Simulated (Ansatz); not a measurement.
**ClGaH3OSi (charge +1): density, localisation and related maps**

Input

```
basis:
  gaussian: {orbitals: def2-TZVPD}
crystal:
  periodic: [false, false, false]
  atoms:
    - symbol: Cl
      position_ang: [2.246087, -0.380749, 0.253750]
    - symbol: Ga
      position_ang: [1.754845, 2.014690, -1.450701]
    - symbol: O
      position_ang: [-0.108987, 0.831905, -0.837421]
    - symbol: Si
      position_ang: [0.166590, -0.551862, 0.146278]
    - symbol: H
      position_ang: [-0.211102, -1.778888, -0.577061]
    - symbol: H
      position_ang: [-0.433939, -0.361987, 1.478485]
    - symbol: H
      position_ang: [-1.017046, 1.064831, -1.096531]
total_charge: 1
hamiltonian: {xc: {name: PBE0}}
output: {forces: true, orbitals: {seedname: orbitals}}
```

Launched as:

```sh
ansatz run input.yaml --threads 1 --pin off --max-ram 2610MiB --events-out events.jsonl --progress --plain --runs-dir runs
```

Geometry: B3LYP-D3(BJ)/def2-SVP.

All numbers below come from isolated molecule in a Gaussian basis; Kohn-Sham density functional theory, functional PBE0 (Ansatz 0.2.0).

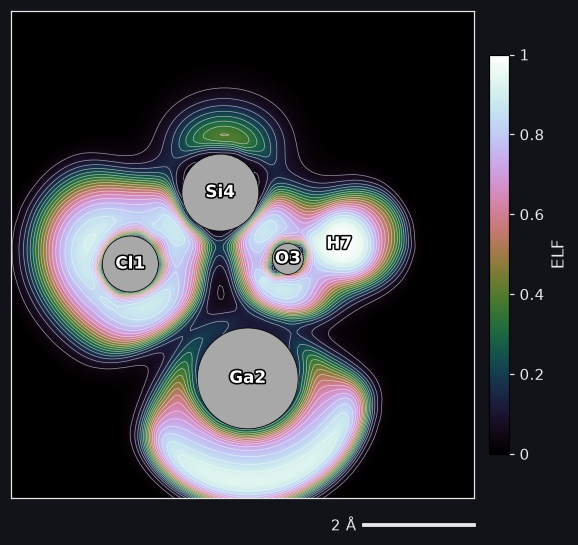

Figure 1. ELF on the plane of atoms Cl1, Si4 and O3. Grey discs cover the atomic cores.

What do the fields say about this system?

The plane passes through Cl, Ga, O, Si and H nuclei.
Si–O (1.72 Å): the ELF peaks at about 0.85 between the atoms: a shared but strongly polarised pair.
Si–Cl (2.09 Å): the ELF peaks at about 0.90 between the atoms, as expected for a shared but strongly polarised pair.
Ga–O (2.29 Å): the ELF is about 0.20 at the midpoint.
O–H (0.97 Å): the ELF climbs to about 1 towards the hydrogen, as it does in any bond to H (an ordinary covalent bond to hydrogen).
The ELF also peaks beside Cl1, away from the bonds: lone-pair regions.

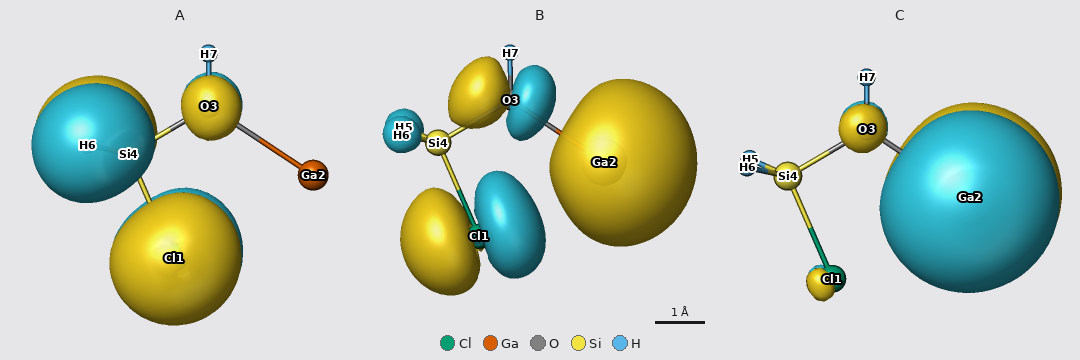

Figure 2. Three frontier orbitals at ±0.08 Å⁻³ᐟ² (yellow and cyan are the two phases), in no order.

Order the three orbitals by energy and name them.

A is the HOMO−1 (−13.78 eV). By Hirshfeld shares it lies mainly on Cl1 (about 50 %), Si4 (about 20 %), H6 (about 15 %) and H5 (about 15 %). B is the HOMO (−13.36 eV). Its weight (Hirshfeld) is mainly on Ga2 (about 60 %), Cl1 (about 25 %) and O3 (about 10 %). C is the LUMO (−6.44 eV). By Hirshfeld shares it lies mainly on Ga2 (about 95 %).

What is the HOMO–LUMO gap?

6.92 eV between the orbital energies.

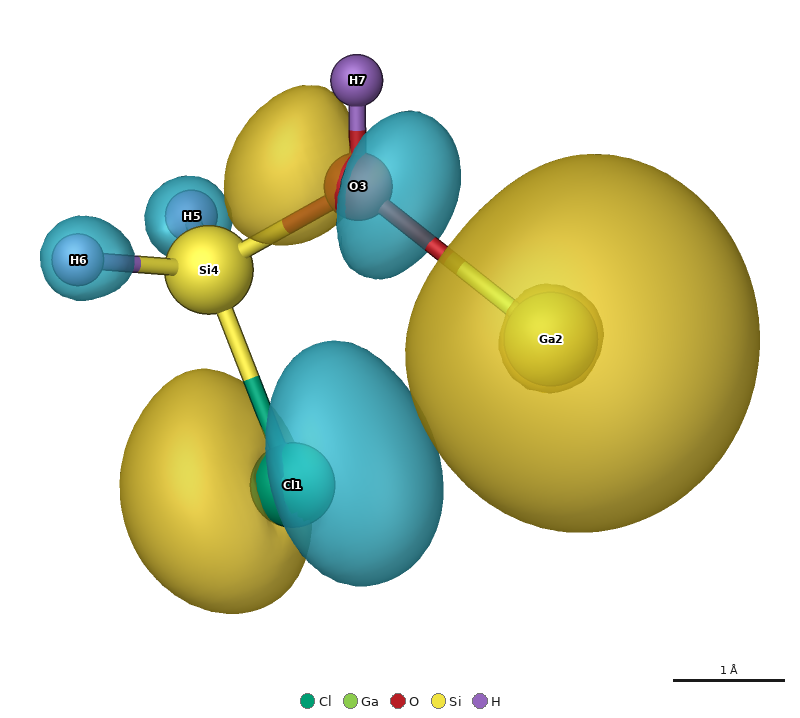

Figure 3. The HOMO at ±0.08 Å⁻³ᐟ² (yellow and cyan are the two phases), seen at a tilt.

Where does this orbital lie, and at what energy?

By Hirshfeld shares it lies mainly on Ga2 (about 60 %), Cl1 (about 25 %) and O3 (about 10 %). Its energy is −13.36 eV.
